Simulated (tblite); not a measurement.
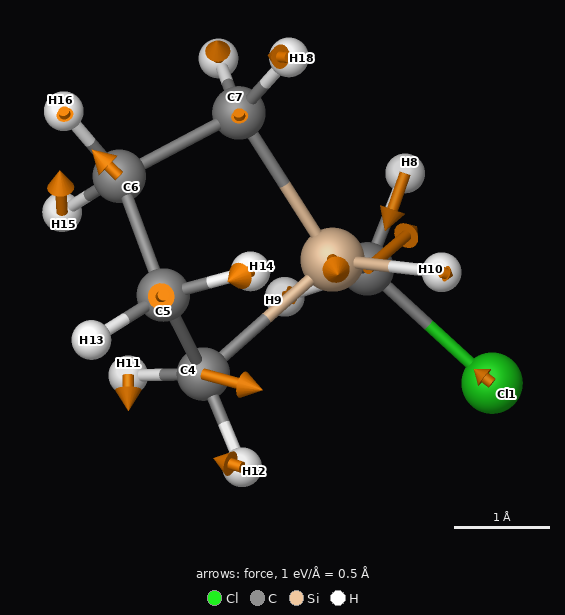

Starting geometry of C$_{5}$H$_{11}$ClSi with the computed forces as orange arrows. A ball-and-stick model, seen from a free direction.

All numbers below come from GFN2-xTB geometry optimisation, gas phase in tblite 0.8.0. 

What follows when this structure is relaxed?

Answer. It isn't relaxed: the largest force vector, on a C atom, is 2.23 eV/Å. The final displacements have little in common with the starting forces (cosine between the two patterns 0.27). After 96 geometry steps the energy has fallen by 17.7 kcal/mol. The atom that moves furthest after the best rigid fit is an H atom (0.70 Å). By element the largest moves are H 0.70 Å, Cl 0.60 Å, C 0.36 Å, Si 0.15 Å. Some distances before and after: C–Si 1.828 → 1.913 Å, C–H 1.133 → 1.087 Å, C–H 1.118 → 1.092 Å, C–Cl 1.802 → 1.784 Å. Among the angles between lasting bonds that change: Si–C–C 94.6° → 103.9°, H–C–H 116.1° → 106.8°, C–C–C 99.0° → 108.1°. Groups turn about C–C by about 25°, C–Si by about 25°, C–C by about 25°. The run took 1.1 s on 1 thread of Intel(R) Xeon(R) Processor @ 2.70GHz, with other jobs on the host.
